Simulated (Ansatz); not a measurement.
Geometry relaxation of CH$_{7}$B$_{2}$NOSi (part 3 of 3)

Continued. System: CH$_{7}$B$_{2}$NOSi. Method: RKS PBE0-D4/def2-TZVP (Ansatz 0.2.0). The geometry: PBE-D4/def2-SVP start.

Geometry of the input (Å):
```
B  -0.4247  -0.7056  -2.3284
B  0.1473  0.2696  -1.0590
O  0.8543  1.4961  -1.0898
C  0.8453  1.4471  0.3427
N  0.1151  0.1817  0.3903
Si -0.4747  -0.8475  1.6819
H  -0.1399  -0.4751  -3.4910
H  -1.1378  -1.6727  -2.1182
H  1.8782  1.4046  0.7586
H  0.2995  2.3118  0.7863
H  -1.1634  -2.0065  1.0273
H  -1.4375  -0.1014  2.5684
H  0.6587  -1.3366  2.5455
```

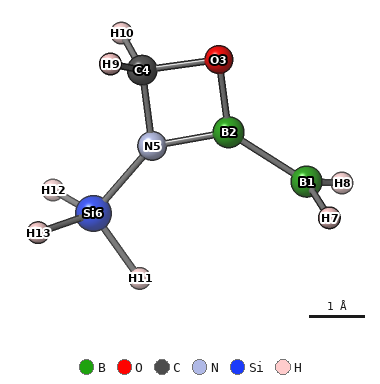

Figure 1. The geometry at step 28 of the log (ball-and-stick view, seen at a tilt; atoms are numbered from 1 in the order of the input).

## Trajectory as extended XYZ, continued
```
13
Properties=species:S:1:pos:R:3:forces:R:3 step=21 energy=-13910.88362 accepted=F
B    -0.4496   -0.6721   -2.3120   -0.1123  -0.2736  -0.0659
B     0.0930    0.2937   -1.0417    0.0074   0.0478  -0.0416
O     0.6908    1.5584   -1.0725    0.0077   0.0145  -0.0067
C     0.7563    1.4802    0.3506   -0.0088  -0.0113   0.0293
N     0.1331    0.1621    0.3863   -0.0009  -0.0056   0.0118
Si   -0.3513   -0.8913    1.6555    0.0037   0.0115   0.0024
H     0.3066   -1.3768   -2.9388   -0.1757   0.1852   0.0900
H    -1.6217   -0.7434   -2.6017    0.2778   0.0469   0.0082
H     1.7914    1.5040    0.7060    0.0043  -0.0056  -0.0064
H     0.1689    2.2702    0.8301   -0.0032   0.0011  -0.0173
H    -1.0026   -2.0580    1.0101    0.0005  -0.0017   0.0032
H    -1.3057   -0.2166    2.5768   -0.0011  -0.0078  -0.0025
H     0.8112   -1.3448    2.4660    0.0009  -0.0014  -0.0045
13
Properties=species:S:1:pos:R:3:forces:R:3 step=22 energy=-13910.88811
B    -0.4511   -0.6806   -2.3095   -0.0064  -0.0020  -0.0236
B     0.0922    0.2845   -1.0386   -0.0009  -0.0043  -0.0039
O     0.6939    1.5476   -1.0751   -0.0044  -0.0076   0.0044
C     0.7572    1.4751    0.3492    0.0052   0.0041   0.0029
N     0.1310    0.1592    0.3902    0.0026   0.0188  -0.0106
Si   -0.3536   -0.8883    1.6631   -0.0033  -0.0099   0.0103
H     0.3041   -1.3339   -2.9719   -0.0167   0.0039   0.0177
H    -1.6120   -0.7560   -2.5978    0.0236   0.0024   0.0035
H     1.7925    1.4980    0.7040    0.0000  -0.0008   0.0008
H     0.1709    2.2695    0.8222   -0.0017   0.0003  -0.0020
H    -1.0028   -2.0586    1.0222    0.0004  -0.0031   0.0013
H    -1.3108   -0.2132    2.5809    0.0000  -0.0019   0.0000
H     0.8089   -1.3379    2.4757    0.0016   0.0001  -0.0008
13
Properties=species:S:1:pos:R:3:forces:R:3 step=23 energy=-13910.88859
B    -0.4526   -0.6783   -2.3094    0.0068  -0.0401  -0.0065
B     0.0907    0.2863   -1.0382    0.0028   0.0062  -0.0125
O     0.6926    1.5492   -1.0752   -0.0047  -0.0073   0.0074
C     0.7547    1.4776    0.3493    0.0082   0.0067   0.0009
N     0.1287    0.1617    0.3908   -0.0006   0.0168  -0.0203
Si   -0.3501   -0.8903    1.6618   -0.0055  -0.0158   0.0151
H     0.2970   -1.3676   -2.9427   -0.0280   0.0255   0.0184
H    -1.6087   -0.7253   -2.6206    0.0189   0.0086  -0.0059
H     1.7897    1.5006    0.7052   -0.0006  -0.0002   0.0028
H     0.1680    2.2729    0.8203   -0.0009  -0.0005   0.0003
H    -0.9955   -2.0618    1.0191    0.0011  -0.0008   0.0007
H    -1.3093   -0.2222    2.5827    0.0007  -0.0007  -0.0001
H     0.8152   -1.3376    2.4716    0.0018   0.0016  -0.0004
13
Properties=species:S:1:pos:R:3:forces:R:3 step=24 energy=-13910.88888
B    -0.4546   -0.6769   -2.3088    0.0163  -0.0721  -0.0170
B     0.0886    0.2875   -1.0375    0.0049   0.0108  -0.0129
O     0.6908    1.5501   -1.0755   -0.0043  -0.0064   0.0090
C     0.7516    1.4803    0.3492    0.0097   0.0084  -0.0028
N     0.1256    0.1645    0.3918   -0.0043   0.0126  -0.0278
Si   -0.3457   -0.8926    1.6612   -0.0065  -0.0195   0.0186
H     0.2873   -1.4064   -2.9086   -0.0567   0.0551   0.0316
H    -1.6034   -0.6859   -2.6514    0.0368   0.0064  -0.0057
H     1.7861    1.5034    0.7065   -0.0015   0.0005   0.0050
H     0.1643    2.2767    0.8176    0.0006  -0.0011   0.0028
H    -0.9861   -2.0662    1.0168    0.0019   0.0020   0.0002
H    -1.3074   -0.2330    2.5856    0.0016   0.0002  -0.0007
H     0.8233   -1.3360    2.4677    0.0014   0.0031  -0.0002
13
Properties=species:S:1:pos:R:3:forces:R:3 step=25 energy=-13910.88910
B    -0.4553   -0.6772   -2.3085    0.0155  -0.0548  -0.0162
B     0.0879    0.2873   -1.0373    0.0028   0.0079  -0.0083
O     0.6903    1.5497   -1.0756   -0.0031  -0.0050   0.0082
C     0.7506    1.4807    0.3492    0.0084   0.0073  -0.0043
N     0.1244    0.1650    0.3921   -0.0054   0.0090  -0.0258
Si   -0.3445   -0.8933    1.6616   -0.0046  -0.0163   0.0168
H     0.2833   -1.4158   -2.8997   -0.0462   0.0433   0.0259
H    -1.6005   -0.6742   -2.6620    0.0288   0.0040  -0.0031
H     1.7850    1.5037    0.7070   -0.0015   0.0006   0.0050
H     0.1632    2.2775    0.8167    0.0010  -0.0007   0.0028
H    -0.9831   -2.0679    1.0172    0.0019   0.0023   0.0003
H    -1.3069   -0.2358    2.5867    0.0013  -0.0001  -0.0008
H     0.8260   -1.3345    2.4673    0.0010   0.0026  -0.0003
13
Properties=species:S:1:pos:R:3:forces:R:3 step=26 energy=-13910.88947
B    -0.4571   -0.6776   -2.3081   -0.0066  -0.0045  -0.0070
B     0.0859    0.2868   -1.0369   -0.0009   0.0028   0.0021
O     0.6892    1.5488   -1.0759    0.0009  -0.0002   0.0070
C     0.7481    1.4817    0.3491    0.0033   0.0031  -0.0083
N     0.1206    0.1667    0.3928   -0.0083  -0.0030  -0.0160
Si   -0.3411   -0.8951    1.6625    0.0009  -0.0051   0.0087
H     0.2706   -1.4421   -2.8745   -0.0099   0.0037   0.0039
H    -1.5919   -0.6418   -2.6912    0.0182  -0.0007   0.0048
H     1.7817    1.5041    0.7088   -0.0012   0.0008   0.0035
H     0.1606    2.2798    0.8144    0.0017   0.0006   0.0021
H    -0.9737   -2.0729    1.0180    0.0018   0.0020   0.0007
H    -1.3060   -0.2440    2.5895    0.0005  -0.0008  -0.0008
H     0.8335   -1.3291    2.4663   -0.0004   0.0013  -0.0007
13
Properties=species:S:1:pos:R:3:forces:R:3 step=27 energy=-13910.88957
B    -0.4584   -0.6772   -2.3080   -0.0086   0.0003  -0.0100
B     0.0844    0.2871   -1.0366    0.0011   0.0023   0.0046
O     0.6889    1.5485   -1.0761    0.0022   0.0015   0.0077
C     0.7463    1.4826    0.3491    0.0013   0.0012  -0.0096
N     0.1175    0.1682    0.3931   -0.0096  -0.0075  -0.0109
Si   -0.3387   -0.8964    1.6628    0.0025  -0.0003   0.0043
H     0.2611   -1.4623   -2.8562   -0.0087   0.0025   0.0039
H    -1.5855   -0.6189   -2.7105    0.0180  -0.0034   0.0065
H     1.7794    1.5041    0.7104   -0.0008   0.0008   0.0022
H     0.1592    2.2819    0.8127    0.0015   0.0009   0.0019
H    -0.9665   -2.0764    1.0178    0.0016   0.0015   0.0010
H    -1.3060   -0.2507    2.5910    0.0006  -0.0009  -0.0008
H     0.8388   -1.3251    2.4652   -0.0010   0.0010  -0.0008
13
Properties=species:S:1:pos:R:3:forces:R:3 step=28 energy=-13910.88960
B    -0.4591   -0.6754   -2.3088   -0.0222  -0.0177   0.0058
B     0.0836    0.2884   -1.0370    0.0041   0.0107  -0.0035
O     0.6893    1.5493   -1.0760    0.0037   0.0024   0.0084
C     0.7450    1.4836    0.3493   -0.0008   0.0003  -0.0080
N     0.1146    0.1699    0.3927   -0.0095  -0.0124  -0.0046
Si   -0.3368   -0.8975    1.6621    0.0043   0.0036   0.0004
H     0.2513   -1.4815   -2.8383   -0.0053   0.0094  -0.0024
H    -1.5804   -0.6010   -2.7253    0.0250   0.0014   0.0030
H     1.7775    1.5038    0.7125   -0.0003   0.0000   0.0011
H     0.1583    2.2838    0.8119    0.0009   0.0008   0.0008
H    -0.9595   -2.0800    1.0167    0.0008   0.0013   0.0008
H    -1.3066   -0.2569    2.5912    0.0003  -0.0009  -0.0010
H     0.8432   -1.3210    2.4637   -0.0010   0.0009  -0.0009
13
Properties=species:S:1:pos:R:3:forces:R:3 step=29 energy=-13910.88962
B    -0.4609   -0.6763   -2.3079    0.0002   0.0016  -0.0201
B     0.0823    0.2883   -1.0370    0.0028  -0.0003   0.0043
O     0.6896    1.5485   -1.0760    0.0019   0.0007   0.0028
C     0.7437    1.4836    0.3492   -0.0015  -0.0014  -0.0023
N     0.1114    0.1706    0.3927   -0.0065  -0.0091   0.0041
Si   -0.3351   -0.8981    1.6628    0.0046   0.0072  -0.0038
H     0.2439   -1.4937   -2.8282   -0.0121   0.0085   0.0101
H    -1.5747   -0.5842   -2.7395    0.0112  -0.0067   0.0071
H     1.7757    1.5024    0.7140    0.0005  -0.0006  -0.0007
H     0.1578    2.2850    0.8107   -0.0004   0.0005  -0.0008
H    -0.9530   -2.0834    1.0180   -0.0002  -0.0002   0.0005
H    -1.3075   -0.2617    2.5921    0.0002  -0.0008  -0.0005
H     0.8472   -1.3158    2.4639   -0.0007   0.0007  -0.0005
13
Properties=species:S:1:pos:R:3:forces:R:3 step=30 energy=-13910.88965
B    -0.4602   -0.6760   -2.3082   -0.0015   0.0010  -0.0037
B     0.0830    0.2884   -1.0372    0.0028   0.0022   0.0004
O     0.6899    1.5488   -1.0759    0.0012   0.0004   0.0032
C     0.7444    1.4833    0.3493    0.0001  -0.0005  -0.0022
N     0.1126    0.1701    0.3925   -0.0065  -0.0072   0.0009
Si   -0.3360   -0.8977    1.6625    0.0033   0.0048  -0.0017
H     0.2472   -1.4864   -2.8343   -0.0021   0.0014   0.0020
H    -1.5774   -0.5932   -2.7317    0.0027  -0.0019   0.0017
H     1.7766    1.5024    0.7135    0.0002  -0.0003   0.0001
H     0.1583    2.2843    0.8113   -0.0002   0.0003  -0.0004
H    -0.9557   -2.0820    1.0178    0.0001  -0.0002   0.0003
H    -1.3076   -0.2594    2.5912    0.0001  -0.0005  -0.0003
H     0.8452   -1.3173    2.4641   -0.0003   0.0006  -0.0004
13
Properties=species:S:1:pos:R:3:forces:R:3 step=31 energy=-13910.88966
B    -0.4603   -0.6757   -2.3084   -0.0003   0.0002   0.0015
B     0.0831    0.2887   -1.0374    0.0022   0.0029  -0.0013
O     0.6904    1.5489   -1.0758    0.0007  -0.0004   0.0021
C     0.7445    1.4832    0.3493    0.0006  -0.0001  -0.0006
N     0.1123    0.1701    0.3923   -0.0053  -0.0054   0.0007
Si   -0.3361   -0.8976    1.6623    0.0026   0.0037  -0.0012
H     0.2471   -1.4860   -2.8346    0.0010  -0.0004  -0.0004
H    -1.5777   -0.5940   -2.7308   -0.0015  -0.0001  -0.0004
H     1.7766    1.5020    0.7138    0.0002  -0.0003   0.0001
H     0.1586    2.2843    0.8114   -0.0003   0.0001  -0.0004
H    -0.9553   -2.0823    1.0178    0.0001  -0.0003   0.0002
H    -1.3081   -0.2595    2.5908    0.0000  -0.0003  -0.0001
H     0.8452   -1.3166    2.4641    0.0000   0.0005  -0.0002
13
Properties=species:S:1:pos:R:3:forces:R:3 step=32 energy=-13910.88966
B    -0.4605   -0.6754   -2.3086    0.0021   0.0000   0.0044
B     0.0832    0.2890   -1.0377    0.0013   0.0029  -0.0025
O     0.6911    1.5489   -1.0757    0.0001  -0.0014   0.0002
C     0.7445    1.4830    0.3494    0.0012   0.0001   0.0016
N     0.1116    0.1703    0.3920   -0.0035  -0.0026   0.0008
Si   -0.3361   -0.8975    1.6622    0.0016   0.0021  -0.0006
H     0.2462   -1.4866   -2.8340    0.0029  -0.0016  -0.0017
H    -1.5776   -0.5934   -2.7312   -0.0054   0.0011  -0.0020
H     1.7765    1.5011    0.7144    0.0001  -0.0002   0.0001
H     0.1589    2.2844    0.8113   -0.0004  -0.0002  -0.0005
H    -0.9540   -2.0831    1.0181    0.0000  -0.0005   0.0000
H    -1.3089   -0.2602    2.5904   -0.0002   0.0000   0.0001
H     0.8456   -1.3149    2.4642    0.0004   0.0003   0.0001
13
Properties=species:S:1:pos:R:3:forces:R:3 step=33 energy=-13910.88967
B    -0.4608   -0.6751   -2.3087    0.0033   0.0002   0.0043
B     0.0831    0.2892   -1.0379    0.0004   0.0022  -0.0025
O     0.6919    1.5487   -1.0756   -0.0005  -0.0019  -0.0014
C     0.7445    1.4827    0.3494    0.0015   0.0001   0.0031
N     0.1107    0.1704    0.3917   -0.0019  -0.0001   0.0007
Si   -0.3361   -0.8974    1.6621    0.0007   0.0007   0.0001
H     0.2454   -1.4873   -2.8333    0.0029  -0.0017  -0.0019
H    -1.5776   -0.5923   -2.7320   -0.0061   0.0012  -0.0022
H     1.7763    1.5001    0.7150    0.0000  -0.0001   0.0000
H     0.1592    2.2845    0.8111   -0.0004  -0.0004  -0.0004
H    -0.9526   -2.0839    1.0184   -0.0001  -0.0004  -0.0001
H    -1.3096   -0.2610    2.5901   -0.0003   0.0002   0.0002
H     0.8461   -1.3132    2.4644    0.0005   0.0001   0.0003
13
Properties=species:S:1:pos:R:3:forces:R:3 step=34 energy=-13910.88967
B    -0.4611   -0.6749   -2.3089    0.0022   0.0012   0.0023
B     0.0831    0.2893   -1.0382   -0.0005   0.0008  -0.0014
O     0.6926    1.5484   -1.0755   -0.0008  -0.0018  -0.0025
C     0.7446    1.4823    0.3495    0.0014   0.0001   0.0033
N     0.1099    0.1704    0.3915   -0.0003   0.0022  -0.0003
Si   -0.3362   -0.8973    1.6622   -0.0002  -0.0012   0.0010
H     0.2454   -1.4866   -2.8340    0.0019  -0.0017  -0.0017
H    -1.5781   -0.5924   -2.7318   -0.0034   0.0006  -0.0011
H     1.7762    1.4990    0.7156   -0.0003   0.0002   0.0000
H     0.1596    2.2845    0.8108    0.0000  -0.0004  -0.0002
H    -0.9516   -2.0846    1.0190    0.0000  -0.0002   0.0000
H    -1.3104   -0.2614    2.5898   -0.0003   0.0002   0.0002
H     0.8463   -1.3114    2.4647    0.0005  -0.0001   0.0003
```

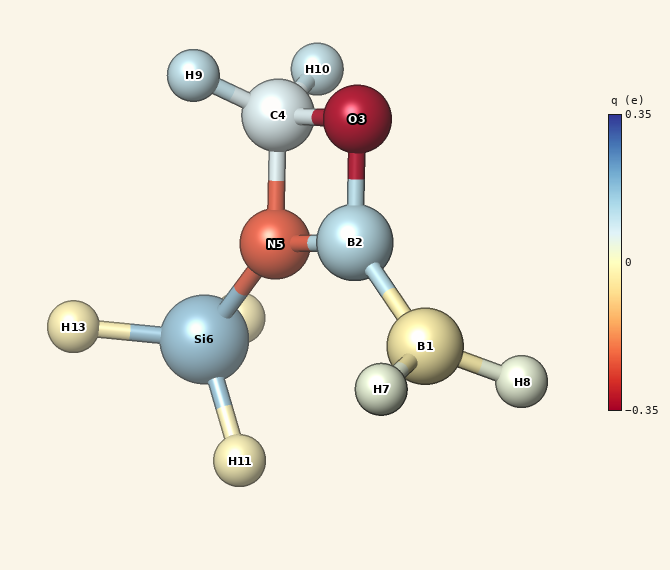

Figure 2. Mulliken charges, as the colour of each atom (ball-and-stick view, seen at a tilt; atoms are numbered from 1 in the order of the input). By element: B −0.03 to +0.13, O −0.33, C +0.07, N −0.24, Si +0.18 and H −0.03 to +0.12 e.
